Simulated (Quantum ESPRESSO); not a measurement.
# Al3InAs4 (P-43m): zone-centre phonons, part 2 of 3

Aim: the zone-centre modes of Al3InAs4 (P-43m).

Quantum ESPRESSO 7.5; DFT LDA, scalar-relativistic, plane waves, GBRV ultrasoft pseudopotentials.

So far. Step 2 (A probe with smearing): A gap of 1.2 eV opens on this mesh, so the crystal is taken as an insulator; the start stands at -0.61 GPa. Step 4 (Self-consistent run for the response): The cell stands at -0.11 GPa, close enough for phonons. The relaxed cell has a = 5.728 Å (conventional setting).

The structure was built from a prototype and need not be the compound's stable phase.

### 5. Linear response at Γ

At q = 0 one unit cell holds all displacements; symmetry groups them into irreducible representations that are solved one by one. The response to a field gives ε∞ and the Born charges, which polar modes need.

ph.in reads:

```
phonons
 &inputph
    prefix='x',
    outdir='./tmp',
    fildyn='g.dyn',
    tr2_ph=1.0d-18,
    epsil=.true.,
 /
0.000000000000 0.000000000000 0.000000000000
```

Launch:

```sh
$ OMP_NUM_THREADS=1 mpirun -n 4 ph.x -nk 4 -in ph.in > ph.out
```

Log:

```text
[banners, grids, parts of the stress and lines that vanish by symmetry left out]
[banner, memory and clock lines left out]
Program PHONON v.7.5

[...]
Exchange-correlation= PZ
                           (   1   1   0   0   0   0   0)
[...]
kinetic-energy cut-off    =      45.0000  Ry
     charge density cut-off    =     270.0000  Ry
     convergence threshold     =      1.0E-18
[...]
Exchange-correlation= PZ
                           (   1   1   0   0   0   0   0)
[...]
q = (   0.0000000   0.0000000   0.0000000 )
     25 Sym.Ops. (with q -> -q+G )
     G cutoff =  801.3793  (  95049 G-vectors)     FFT grid: ( 60, 60, 60)
     G cutoff =  534.2528  (  51867 G-vectors)  smooth grid: ( 48, 48, 48)
     number of k points=    10
[...]
Mode symmetry, T_d (-43m)  point group:
[...]
Dielectric constant
[...]
End of electric fields calculation
          Dielectric constant in cartesian axis
          (      11.869371511       0.000000000       0.000000000 )
          (       0.000000000      11.869371511       0.000000000 )
          (       0.000000000       0.000000000      11.869371511 )
          Effective charges (d Force / dE) in cartesian axis without acoustic sum rule applied (asr)
           atom    1  In    Mean Z*:        2.30161
      Ex  (        2.30161        0.00000        0.00000 )
      Ey  (        0.00000        2.30161        0.00000 )
      Ez  (        0.00000        0.00000        2.30161 )
           atom    2  Al    Mean Z*:        2.11910
      Ex  (        2.25396        0.00000        0.00000 )
      Ey  (        0.00000        2.05167        0.00000 )
      Ez  (        0.00000        0.00000        2.05167 )
           atom    3  Al    Mean Z*:        2.11910
      Ex  (        2.05167        0.00000        0.00000 )
      Ey  (        0.00000        2.25396        0.00000 )
      Ez  (        0.00000        0.00000        2.05167 )
           atom    4  Al    Mean Z*:        2.11910
      Ex  (        2.05167        0.00000        0.00000 )
      Ey  (        0.00000        2.05167        0.00000 )
      Ez  (        0.00000        0.00000        2.25396 )
           atom    5  As    Mean Z*:       -2.27617
      Ex  (       -2.27617        0.03705        0.03705 )
      Ey  (        0.03705       -2.27617        0.03705 )
      Ez  (        0.03705        0.03705       -2.27617 )
           atom    6  As    Mean Z*:       -2.27617
      Ex  (       -2.27617       -0.03705       -0.03705 )
      Ey  (       -0.03705       -2.27617        0.03705 )
      Ez  (       -0.03705        0.03705       -2.27617 )
           atom    7  As    Mean Z*:       -2.27617
      Ex  (       -2.27617       -0.03705        0.03705 )
      Ey  (       -0.03705       -2.27617       -0.03705 )
      Ez  (        0.03705       -0.03705       -2.27617 )
           atom    8  As    Mean Z*:       -2.27617
      Ex  (       -2.27617        0.03705       -0.03705 )
      Ey  (        0.03705       -2.27617       -0.03705 )
      Ez  (       -0.03705       -0.03705       -2.27617 )
          Effective charges Sum: Mean:       -0.44574
[...]
Effective charges (d Force / dE) in cartesian axis with asr applied:
           atom    1  In    Mean Z*:        2.35733
[...]
atom    2  Al    Mean Z*:        2.17482
[...]
atom    3  Al    Mean Z*:        2.17482
[...]
atom    4  Al    Mean Z*:        2.17482
[...]
atom    5  As    Mean Z*:       -2.22045
[...]
atom    6  As    Mean Z*:       -2.22045
[...]
atom    7  As    Mean Z*:       -2.22045
[...]
atom    8  As    Mean Z*:       -2.22045
[...]
Representation #   1 mode #   1
[...]
End of self-consistent calculation
     Convergence has been achieved
     Representation #   2 modes #   2   3
[...]
End of self-consistent calculation
     Convergence has been achieved
     Representation #   3 modes #   4   5   6
[...]
End of self-consistent calculation
     Convergence has been achieved
     Representation #   4 modes #   7   8   9
[...]
End of self-consistent calculation
     Convergence has been achieved
     Representation #   5 modes #  10  11  12
[...]
Convergence has been achieved
     Representation #   6 modes #  13  14  15
[...]
Convergence has been achieved
     Representation #   7 modes #  16  17  18
[...]
Convergence has been achieved
     Representation #   8 modes #  19  20  21
[...]
End of self-consistent calculation
     Convergence has been achieved
     Representation #   9 modes #  22  23  24
[...]
End of self-consistent calculation
     Convergence has been achieved
[...]
Dielectric constant in cartesian axis
          (      11.869371511       0.000000000       0.000000000 )
          (       0.000000000      11.869371511       0.000000000 )
          (       0.000000000       0.000000000      11.869371511 )
          Effective charges (d Force / dE) in cartesian axis without acoustic sum rule applied (asr)
           atom    1  In    Mean Z*:        2.30161
      Ex  (        2.30161        0.00000        0.00000 )
      Ey  (        0.00000        2.30161        0.00000 )
      Ez  (        0.00000        0.00000        2.30161 )
           atom    2  Al    Mean Z*:        2.11910
      Ex  (        2.25396        0.00000        0.00000 )
      Ey  (        0.00000        2.05167        0.00000 )
      Ez  (        0.00000        0.00000        2.05167 )
           atom    3  Al    Mean Z*:        2.11910
      Ex  (        2.05167        0.00000        0.00000 )
      Ey  (        0.00000        2.25396        0.00000 )
      Ez  (        0.00000        0.00000        2.05167 )
           atom    4  Al    Mean Z*:        2.11910
      Ex  (        2.05167        0.00000        0.00000 )
      Ey  (        0.00000        2.05167        0.00000 )
      Ez  (        0.00000        0.00000        2.25396 )
           atom    5  As    Mean Z*:       -2.27617
      Ex  (       -2.27617        0.03705        0.03705 )
      Ey  (        0.03705       -2.27617        0.03705 )
      Ez  (        0.03705        0.03705       -2.27617 )
           atom    6  As    Mean Z*:       -2.27617
      Ex  (       -2.27617       -0.03705       -0.03705 )
      Ey  (       -0.03705       -2.27617        0.03705 )
      Ez  (       -0.03705        0.03705       -2.27617 )
           atom    7  As    Mean Z*:       -2.27617
      Ex  (       -2.27617       -0.03705        0.03705 )
      Ey  (       -0.03705       -2.27617       -0.03705 )
      Ez  (        0.03705       -0.03705       -2.27617 )
           atom    8  As    Mean Z*:       -2.27617
      Ex  (       -2.27617        0.03705       -0.03705 )
      Ey  (        0.03705       -2.27617       -0.03705 )
      Ez  (       -0.03705       -0.03705       -2.27617 )
          Effective charges Sum: Mean:       -0.44574
[...]
Effective charges (d Force / dE) in cartesian axis with asr applied:
           atom    1  In    Mean Z*:        2.35733
[...]
atom    2  Al    Mean Z*:        2.17482
[...]
atom    3  Al    Mean Z*:        2.17482
[...]
atom    4  Al    Mean Z*:        2.17482
[...]
atom    5  As    Mean Z*:       -2.22045
[...]
atom    6  As    Mean Z*:       -2.22045
[...]
atom    7  As    Mean Z*:       -2.22045
[...]
atom    8  As    Mean Z*:       -2.22045
[...]
q = (    0.000000000   0.000000000   0.000000000 )
[...]
freq (    1) =      -0.194871 [THz] =      -6.500198 [cm-1]
     freq (    2) =      -0.194871 [THz] =      -6.500198 [cm-1]
     freq (    3) =      -0.194871 [THz] =      -6.500198 [cm-1]
     freq (    4) =       2.000599 [THz] =      66.732784 [cm-1]
     freq (    5) =       2.000599 [THz] =      66.732784 [cm-1]
     freq (    6) =       2.000599 [THz] =      66.732784 [cm-1]
     freq (    7) =       2.870940 [THz] =      95.764237 [cm-1]
     freq (    8) =       2.870940 [THz] =      95.764237 [cm-1]
     freq (    9) =       2.870940 [THz] =      95.764237 [cm-1]
     freq (   10) =       6.273974 [THz] =     209.277259 [cm-1]
     freq (   11) =       6.273974 [THz] =     209.277259 [cm-1]
     freq (   12) =       6.298645 [THz] =     210.100176 [cm-1]
     freq (   13) =       6.659950 [THz] =     222.152021 [cm-1]
     freq (   14) =       6.659950 [THz] =     222.152021 [cm-1]
     freq (   15) =       6.659950 [THz] =     222.152021 [cm-1]
     freq (   16) =       9.563751 [THz] =     319.012391 [cm-1]
     freq (   17) =       9.563751 [THz] =     319.012391 [cm-1]
     freq (   18) =       9.563751 [THz] =     319.012391 [cm-1]
     freq (   19) =      10.514404 [THz] =     350.722750 [cm-1]
     freq (   20) =      10.514404 [THz] =     350.722750 [cm-1]
     freq (   21) =      10.514404 [THz] =     350.722750 [cm-1]
     freq (   22) =      11.007874 [THz] =     367.183159 [cm-1]
     freq (   23) =      11.007874 [THz] =     367.183159 [cm-1]
     freq (   24) =      11.007874 [THz] =     367.183159 [cm-1]
[...]
Mode symmetry, T_d (-43m)  point group:
     freq (   1-   3) =         -6.5  [cm-1]   --> T_2  G_15 P_4   I+R
     freq (   4-   6) =         66.7  [cm-1]   --> T_2  G_15 P_4   I+R
     freq (   7-   9) =         95.8  [cm-1]   --> T_1  G_25 P_5
     freq (  10-  11) =        209.3  [cm-1]   --> E    G_12 P_3   R
     freq (  12-  12) =        210.1  [cm-1]   --> A_1  G_1  P_1   R
     freq (  13-  15) =        222.2  [cm-1]   --> T_2  G_15 P_4   I+R
     freq (  16-  18) =        319.0  [cm-1]   --> T_1  G_25 P_5
     freq (  19-  21) =        350.7  [cm-1]   --> T_2  G_15 P_4   I+R
     freq (  22-  24) =        367.2  [cm-1]   --> T_2  G_15 P_4   I+R
```

It took 27 min on 4 MPI ranks of Intel Xeon at 2.70GHz, shared host; 1.8 h of CPU time.

This step gave:

| Property | Result |
| --- | --- |
| miss of the charge sum rule | 0.4458 e |
| largest acoustic frequency at the zone centre before the sum rule | -6.5 cm⁻¹ |
| highest optical zone-centre mode (no LO-TO term) | 367.2 cm⁻¹ |
| lowest optical zone-centre mode | 66.73 cm⁻¹ |
| mean high-frequency dielectric constant | 11.87 |
| largest Born charge in size (third of the trace) | 2.302 e |

Born charge (rows field, columns displacement), before the sum rule (e), principal values of the symmetric part by kind of site:

| atom | atoms with these values | low | middle | high | mean |
| --- | --- | --- | --- | --- | --- |
| In1 | 1 | 2.30 | 2.30 | 2.30 | 2.30 |
| Al2 | 3 | 2.05 | 2.05 | 2.25 | 2.12 |
| As5 | 4 | -2.31 | -2.31 | -2.20 | -2.28 |

In full for As5:

```
-2.28  0.04  0.04
 0.04 -2.28  0.04
 0.04  0.04 -2.28
```

High-frequency dielectric tensor:

```
11.87  0.00  0.00
 0.00 11.87  0.00
 0.00  0.00 11.87
```

The acoustic modes at Γ come out as far as 6.5 cm⁻¹ from zero, where they should vanish, a small numerical error; the Born charges miss their sum rule by 0.45 e, too much: mesh or cutoff is short for the field response.

### 6. Modes with the sum rule

A rigid shift of the crystal must cost nothing, but grids and finite bases break this; the acoustic sum rule is imposed before the matrix is diagonalised again. With Born charges the intensities follow, and the static dielectric tensor.

dynmat.in reads:

```
 &input
    fildyn='g.dyn',
    asr='crystal',
    fileig='dynmat.eig',
    lperm=.true.,
 /
```

Launch:

```sh
$ dynmat.x -in dynmat.in > dynmat.out
```

Log:

```text
[banners, grids, parts of the stress and lines that vanish by symmetry left out]
[banner, memory and clock lines left out]
Program DYNMAT v.7.5

     Reading Dynamical Matrix from file g.dyn
     ...Force constants read
     ...epsilon and Z* read
     Acoustic Sum Rule: || Z*(ASR) - Z*(orig)|| =    2.729607E-01
     Acoustic Sum Rule: ||dyn(ASR) - dyn(orig)||=    7.838693E-04
     A direction for q was not specified:TO-LO splitting will be absent

     Polarizability (A^3 units)
     multiply by 0.216304 for Clausius-Mossotti correction
       162.573246    0.000000    0.000000
         0.000000  162.573246    0.000000
         0.000000    0.000000  162.573246

     IR activities are in (D/A)^2/amu units

# mode   [cm-1]    [THz]      IR
    1     -0.00   -0.0000    0.0000
    2     -0.00   -0.0000    0.0000
    3     -0.00   -0.0000    0.0000
    4     66.64    1.9978    0.0328
    5     66.64    1.9978    0.0328
    6     66.64    1.9978    0.0328
    7     95.76    2.8709    0.0000
    8     95.76    2.8709    0.0000
    9     95.76    2.8709    0.0000
   10    209.28    6.2740    0.0000
   11    209.28    6.2740    0.0000
   12    210.10    6.2986    0.0000
   13    222.14    6.6596    2.1159
   14    222.14    6.6596    2.1159
[...]
18    319.01    9.5638    0.0000
   19    350.67   10.5129   15.2138
   20    350.67   10.5129   15.2138
   21    350.67   10.5129   15.2138
   22    367.17   11.0075    1.9869
   23    367.17   11.0075    1.9869
   24    367.17   11.0075    1.9869

Electronic dielectric permittivity tensor (relative, adimensional)
        11.869372    0.000000    0.000000
         0.000000   11.869372    0.000000
         0.000000    0.000000   11.869372

 ... with zone-center polar mode contributions
        14.010869    0.000000   -0.000000
         0.000000   14.010869    0.000000
         0.000000   -0.000000   14.010869

[end of the log left out, with the tail of the file of modes that dynmat.x writes under the same name]
```

Run time: 0.72 s. Hardware: 1 thread.

Numbers from this step:

```
lowest optical zone-centre mode : 66.64 cm⁻¹
mean static dielectric constant : 14.01
```

Unit eigenvectors of the mass-weighted matrix after the sum rule; no LO-TO term. The modes at Γ (shares of kinetic energy by element, %):

| mode | frequency (cm⁻¹) | In % | Al % | As % |
| --- | --- | --- | --- | --- |
| 1 | 0.0 | 23 | 16 | 60 |
| 2 | 0.0 | 23 | 16 | 60 |
| 3 | 0.0 | 23 | 16 | 60 |
| 4 | 66.6 | 35 | 13 | 52 |
| 5 | 66.6 | 35 | 13 | 52 |
| 6 | 66.6 | 35 | 13 | 52 |
| 7 | 95.8 | 0 | 28 | 72 |
| 8 | 95.8 | 0 | 28 | 72 |
| 9 | 95.8 | 0 | 28 | 72 |
| 10 | 209.3 | 0 | 0 | 100 |
| 11 | 209.3 | 0 | 0 | 100 |
| 12 | 210.1 | 0 | 0 | 100 |
| 13 | 222.1 | 41 | 1 | 58 |
| 14 | 222.1 | 41 | 1 | 58 |
| 15 | 222.1 | 41 | 1 | 58 |
| 16 | 319.0 | 0 | 72 | 28 |
| 17 | 319.0 | 0 | 72 | 28 |
| 18 | 319.0 | 0 | 72 | 28 |
| 19 | 350.7 | 0 | 74 | 26 |
| 20 | 350.7 | 0 | 74 | 26 |
| 21 | 350.7 | 0 | 74 | 26 |
| 22 | 367.2 | 0 | 95 | 4 |
| 23 | 367.2 | 0 | 95 | 4 |
| 24 | 367.2 | 0 | 95 | 4 |

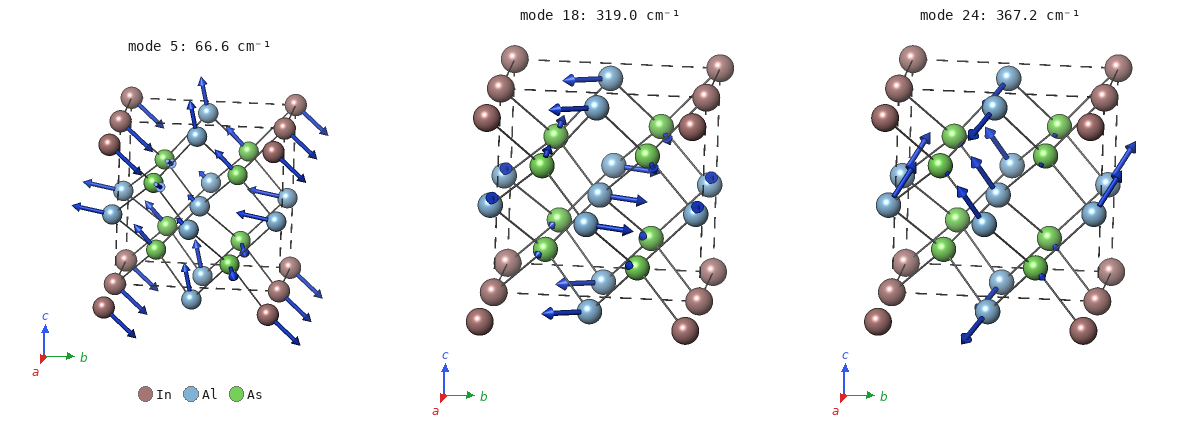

Displacement patterns of modes 5, 18 and 24 at Γ; arrows are exaggerated. Bonds to atoms that aren't drawn are left out. 2×1×1 cells are drawn. Some periodic images of atoms are drawn too.

Degenerate modes summed, no LO-TO term. Infrared lines, with heights relative to the strongest:

| position (cm⁻¹) | lines merged | IR intensity, relative |
| --- | --- | --- |
| 67 | 3 | 0.2 |
| 96 | 3 | 0.0 |
| 209 | 2 | 0.0 |
| 210 | 1 | 0.0 |
| 222 | 3 | 14 |
| 319 | 3 | 0.0 |
| 351 | 3 | 100 |
| 367 | 3 | 13 |

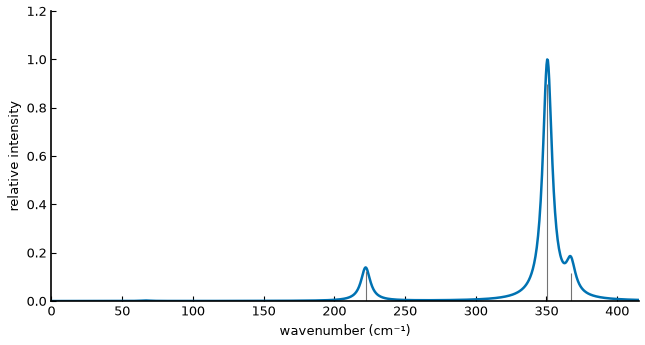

The infrared spectrum, broadened with Lorentzians of width 8 cm⁻¹; bars mark the lines.

Static dielectric tensor (ions relaxed, fixed cell):

```
14.01  0.00  0.00
 0.00 14.01  0.00
 0.00  0.00 14.01
```

The rule moves no optical mode by more than 0.1 cm⁻¹.

### 7. Sum rules set otherwise: a sum rule for molecules or wires on a crystal

This rule also removes rotations, which suits wires and not a crystal; it is tried to see the harm.

dynmat.in reads:

```
 &input
    fildyn='g.dyn',
    asr='one-dim',
    fileig='dynmat.eig',
    lperm=.true.,
 /
```

Launch:

```sh
$ dynmat.x -in dynmat.in > dynmat.out
```

Log:

```text
[banners, grids, parts of the stress and lines that vanish by symmetry left out]
[banner, memory and clock lines left out]
Program DYNMAT v.7.5

     Reading Dynamical Matrix from file g.dyn
     ...Force constants read
     ...epsilon and Z* read
asr rotation axis in 1D system=    3
     Acoustic Sum Rule: || Z*(ASR) - Z*(orig)|| =    2.882505E+00
     Acoustic Sum Rule: ||dyn(ASR) - dyn(orig)||=    3.042848E-01
     A direction for q was not specified:TO-LO splitting will be absent

     Polarizability (A^3 units)
     multiply by 0.216304 for Clausius-Mossotti correction
       162.573246    0.000000    0.000000
         0.000000  162.573246    0.000000
         0.000000    0.000000  162.573246

     IR activities are in (D/A)^2/amu units

# mode   [cm-1]    [THz]      IR
    1     -0.00   -0.0000    0.0000
    2      0.00    0.0000    0.0000
    3      0.00    0.0000    0.0000
    4      0.00    0.0000    0.0000
    5     66.64    1.9978    0.0328
    6     66.64    1.9978    0.0328
    7     74.70    2.2396    0.0116
    8     95.76    2.8709    0.0000
    9     98.04    2.9392    0.0000
   10    193.80    5.8099    1.5813
   11    209.28    6.2740    0.0000
   12    209.28    6.2740    0.0000
   13    210.10    6.2986    0.0000
   14    222.14    6.6596    2.1159
[...]
18    327.66    9.8229    0.0425
   19    349.48   10.4770   14.8701
   20    350.67   10.5129   15.2138
   21    350.67   10.5129   15.2138
   22    362.98   10.8818    0.9217
   23    367.17   11.0075    1.9869
   24    367.17   11.0075    1.9869

Electronic dielectric permittivity tensor (relative, adimensional)
        11.869372    0.000000    0.000000
         0.000000   11.869372    0.000000
         0.000000    0.000000   11.869372

 ... with zone-center polar mode contributions
        13.939015    0.071855   -0.000000
         0.071855   13.939015    0.000000
        -0.000000    0.000000   14.010869

[end of the log left out, with the tail of the file of modes that dynmat.x writes under the same name]
```

Elapsed: 0.68 s, on 1 thread.

The run ended normally, but on settings that are not sound.

The fault: a sum rule for molecules or wires on a crystal; 1 optical mode is projected out to zero frequency, as if it were a rotation.

For a crystal the rule has to be 'simple' or 'crystal'.

Zone-centre frequencies as printed; negative means imaginary. Modes:

| mode | frequency (cm⁻¹) |
| --- | --- |
| 1 | 0 |
| 2 | 0 |
| 3 | 0 |
| 4 | 0 |
| 5 | 66.64 |
| 6 | 66.64 |
| 7 | 74.7 |
| 8 | 95.76 |
| 9 | 98.04 |
| 10 | 193.8 |
| 11 | 209.3 |
| 12 | 209.3 |
| 13 | 210.1 |
| 14 | 222.1 |
| 15 | 222.1 |
| 16 | 269.5 |
| 17 | 319 |
| 18 | 327.7 |
| 19 | 349.5 |
| 20 | 350.7 |
| 21 | 350.7 |
| 22 | 363 |
| 23 | 367.2 |
| 24 | 367.2 |

(Continued in part 3 of 3.)

[Host names and launcher messages were left out of these logs when they were recorded.]

[Logs are printed without paths, hosts, clocks, repeated set-up lines and the standing remarks that a program may print on its own settings, such as how far it seeks lower states.]

[Hosts, paths, dates, database ids (printed as entryN), source tags and the programs' standing remarks are cut or masked in the printed files.]
